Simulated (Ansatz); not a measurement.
Base system: CsPbBr3 in the cubic perovskite structure (space group Pm-3m, No. 221; a = 5.770 Å). Axes: x, y, z lie along the cube axes.

Perturbation: tensile biaxial strain of 2.50 % in the plane normal to [111], as in epitaxy on a mismatched substrate; the out-of-plane cell vector and the atoms relax.

All numbers come from LDA, PAW, 420 eV (Ansatz, an electronic-structure program; spin-orbit coupling left out).

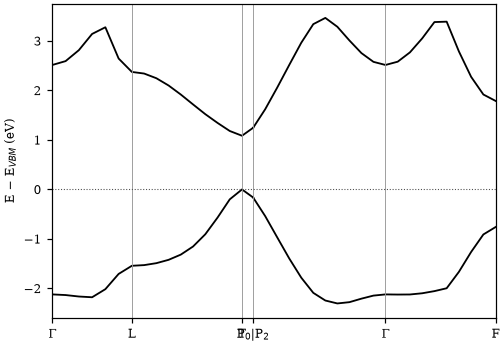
Figure: Highest valence and lowest conduction band along the path of the changed cell's own zone

**Question.** From the figure, how large is the changed gap, and is it direct?

**Answer.** About 1.1 eV, direct at T.

Spin-orbit coupling, missing from the scalar runs, can matter with Pb. No phonon test of stability was made. Many cubic perovskites are stable only at high temperature; tilts and polar distortions were not tested. This is not the structure that CsPbBr3 has at room temperature and ambient pressure. k-point labels follow each cell's own Brillouin zone.
